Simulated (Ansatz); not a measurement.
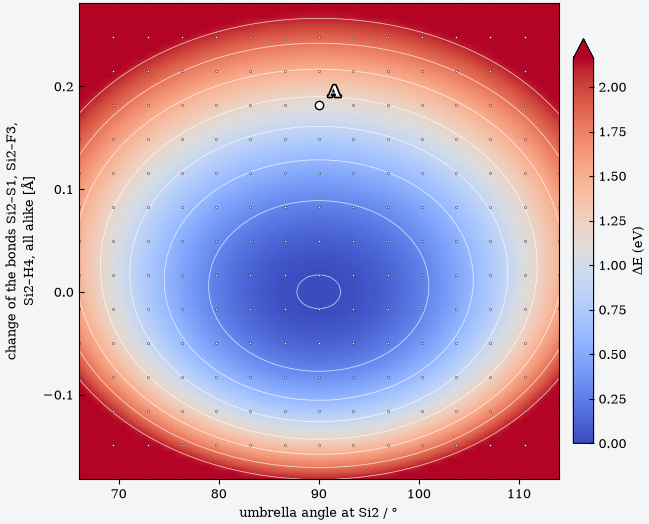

FHSSi, SMILES F[SiH]=S. 
- First axis: umbrella angle at Si2 (between each of its bonds and their common axis; 90 is planar). Second axis: change of the bonds Si2–S1, Si2–F3, Si2–H4, all alike.
- Nothing is relaxed (all other coordinates rigid).
- The scan uses a 15 × 15 grid; 120 points were computed and 105 follow by symmetry.
- Points are written as (first, second).
- Energies are in eV, from the lowest grid point.
- Method: RKS CAM-B3LYP-D4/def2-TZVP (Ansatz).

Drawn: a smooth colour map with a few white contour lines, dots at the grid points, one colour for all values above the top of the scale, the point A. Between grid points the surface is interpolated.

> Which way does the force act at A, and how strong is it?

A, at (90.0°, 0.182 Å), is not a stationary point. The computed force is nearly zero along the first coordinate and 11 eV for each Å towards smaller values of the second coordinate.
